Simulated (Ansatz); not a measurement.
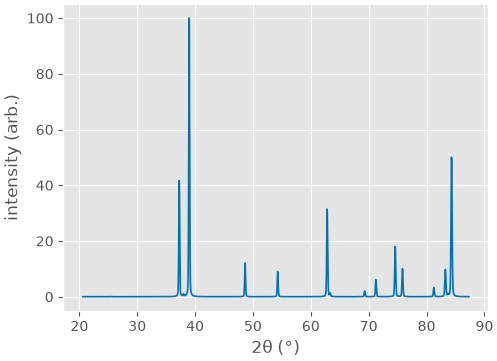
Figure: Simulated powder pattern, neutron, λ = 1.5401 Å

The pattern belongs to a structure relaxed with LDA (plane waves, PAW; program Ansatz).

**Question.** Pick the material that matches.
A) ZnO, P4/nmm (Zn on 2c, O on 2a)
B) TiO2, anatase
C) Ti, hcp (Mg type)
D) SnO2, rutile

**Answer.** B, TiO2, anatase

Space group I4_1/amd (anatase). The LDA relaxation kept the symmetry of its start. The run is not spin-polarised.

Potentials: the earlier of the program's two PAW sets. The files were generated under PBE; for other functionals the program regenerates the frozen cores, and for LDA and PBEsol the local potential too.
